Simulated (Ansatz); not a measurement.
## What a change does: single-point calculation on ZnHClO

System: ZnHClO, SMILES [OH][Zn][Cl].
Method of run 1: RKS wB97M-V/def2-SVP (Ansatz 0.2.0).

The geometry comes from this level: PBE0-D4/def2-TZVP. Text and figures count atoms from 1; the logs count them from 0 in places.

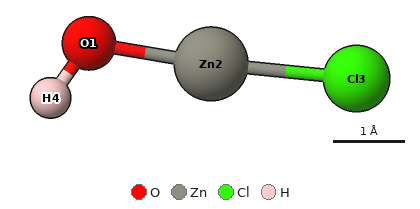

Figure 1. The input geometry (ball-and-stick view, seen on its broad side; atoms are numbered from 1 in the order of the input). Sticks mark near contacts. Bond lengths as drawn: Cl–Zn 2.08 Å, H–O 0.96 Å and O–Zn 1.77 Å.

**Input file, run 1**
```yaml
crystal:
  periodic: [false, false, false]
  atoms:
    - {symbol: O, position_ang: [-0.716009, 0.885443, -0.620729]}
    - {symbol: Zn, position_ang: [0.441337, -0.155457, 0.214331]}
    - {symbol: Cl, position_ang: [1.897245, -1.276547, 1.196122]}
    - {symbol: H, position_ang: [-1.567074, 0.486261, -0.810025]}
basis:
  gaussian: {orbitals: def2-SVP}
hamiltonian: {xc: {name: wB97M-V}}
output: {orbitals: {seedname: orbitals}}
```

Hardware: 2 CPU threads, shared host.

**Output (run 1)**
```
Functional definition: wB97M-V
  parameter omega = 0.3/bohr
  parameter cx = 0.15
  parameter cx01 = 1.007
  parameter cx10 = 0.259
  parameter css00 = 0.443
  parameter css04 = -1.437
  parameter css10 = -4.535
  parameter css20 = -3.390
  parameter css43 = 4.278
  parameter cos00 = 1.000
  parameter cos10 = 1.358
  parameter cos20 = 2.924
  parameter cos21 = -8.812
  parameter cos60 = -1.390
  parameter cos61 = 9.142
  parameter b = 6.0
  parameter c = 0.01
  gx(w, u) = 1 - cx + cx01*u + cx10*w
  gss(w, u) = css00 + css04*u^4 + css10*w + css20*w^2 + css43*w^4*u^3
  gos(w, u) = cos00 + cos10*w + (cos20 + cos21*u)*w^2 + (cos60 + cos61*u)*w^6
  exchange = spin_sum(e_x_unif_sr(omega)*gx(b97_w, b97_u_x)) + cx*exact_x_sr(omega) + exact_x_lr(omega)
  correlation = spin_sum(e_c_pw_mod_same_spin*gss(b97_w, b97_u_same))
      + integral(e_c_pw_mod_opposite_spin*gos(b97_w_opposite, b97_u_opposite)) + vv10(b, c)
639 factors; integrals over basis functions are off by at most 7.9e-4 eV
117 factors; integrals over basis functions are off by at most 2.9e-5 eV
mean field evaluation 1: about -62985.9441 eV, gradient 5.4e1 eV
mean field evaluation 2: about -62983.2760 eV, gradient 6.9e1 eV
mean field evaluation 4: about -62991.0462 eV, gradient 1.4e0 eV
mean field evaluation 8: about -62991.1330 eV, gradient 3.8e-2 eV
mean field evaluation 16: about -62991.1330 eV, gradient 4.2e-5 eV
mean field -62991.13302918 eV, -2314.8814418988 hartree, gradient 4.2e-5 eV, S^2 0.000000; 0 other end points of the search recorded, 0 dependent functions left out
reference -62991.13307659 eV, -2314.8814436412 hartree; 28, 28 occupied and 40, 40 virtual orbitals, 639 factors
Total energy: -62991.13307659 eV, -2314.8814436412 hartree
```

Run 2 used a changed input.

**The two runs side by side**

| quantity | run 1 | run 2 |
| --- | --- | --- |
| outcome | converged | converged |
| total energy (hartree) | −2314.881444 | −2315.465971 |
| HOMO (eV) | −10.43 | −11.08 |
| LUMO (eV) | 0.53 | 0.03 |
| basis functions | 68 | 257 |
| wall time (shared host) | 3.4 s | 10 s |

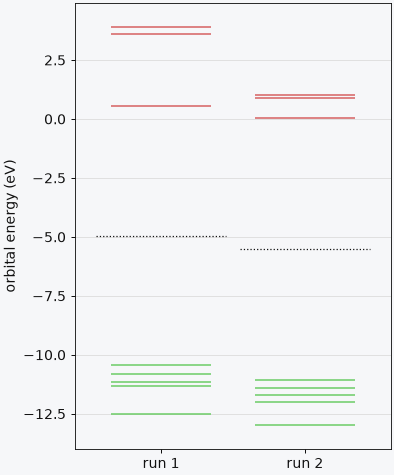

Figure 2. The five highest filled and three lowest empty orbital energies of the two runs; the dotted lines part filled from empty levels. The HOMO–LUMO gap is 10.96 eV in run 1 and 11.11 eV in run 2.

What was changed in the input?

The change (lines with − go, lines with + come):
```diff
-  gaussian: {orbitals: def2-SVP}
+  gaussian: {orbitals: "def2-QZVPP.json"}
```

The total energy of run 2 is 366.8 kcal/mol lower, which measures the change of basis and not a stability. The HOMO goes from −10.43 to −11.08 eV. The LUMO goes from 0.53 to 0.03 eV. The basis functions go from 68 to 257.

**Output (run 2)**
```
Functional definition: wB97M-V
  parameter omega = 0.3/bohr
  parameter cx = 0.15
  parameter cx01 = 1.007
  parameter cx10 = 0.259
  parameter css00 = 0.443
  parameter css04 = -1.437
  parameter css10 = -4.535
  parameter css20 = -3.390
  parameter css43 = 4.278
  parameter cos00 = 1.000
  parameter cos10 = 1.358
  parameter cos20 = 2.924
  parameter cos21 = -8.812
  parameter cos60 = -1.390
  parameter cos61 = 9.142
  parameter b = 6.0
  parameter c = 0.01
  gx(w, u) = 1 - cx + cx01*u + cx10*w
  gss(w, u) = css00 + css04*u^4 + css10*w + css20*w^2 + css43*w^4*u^3
  gos(w, u) = cos00 + cos10*w + (cos20 + cos21*u)*w^2 + (cos60 + cos61*u)*w^6
  exchange = spin_sum(e_x_unif_sr(omega)*gx(b97_w, b97_u_x)) + cx*exact_x_sr(omega) + exact_x_lr(omega)
  correlation = spin_sum(e_c_pw_mod_same_spin*gss(b97_w, b97_u_same))
      + integral(e_c_pw_mod_opposite_spin*gos(b97_w_opposite, b97_u_opposite)) + vv10(b, c)
1205 factors; their error is unknown
190 factors; integrals over basis functions are off by at most 4.7e-5 eV
mean field evaluation 1: about -63001.2019 eV, gradient 6.2e1 eV
mean field evaluation 2: about -62994.9966 eV, gradient 9.5e1 eV
mean field evaluation 4: about -63006.9678 eV, gradient 3.0e0 eV
mean field evaluation 8: about -63006.9805 eV, gradient 5.4e-2 eV
mean field evaluation 16: about -63007.0388 eV, gradient 4.0e-5 eV
mean field -63007.03881417 eV, -2315.4659687160 hartree, gradient 4.0e-5 eV, S^2 0.000000; 0 other end points of the search recorded, 0 dependent functions left out
reference -63007.03886581 eV, -2315.4659706138 hartree; 28, 28 occupied and 229, 229 virtual orbitals, 1205 factors
Total energy: -63007.03886581 eV, -2315.4659706138 hartree
```
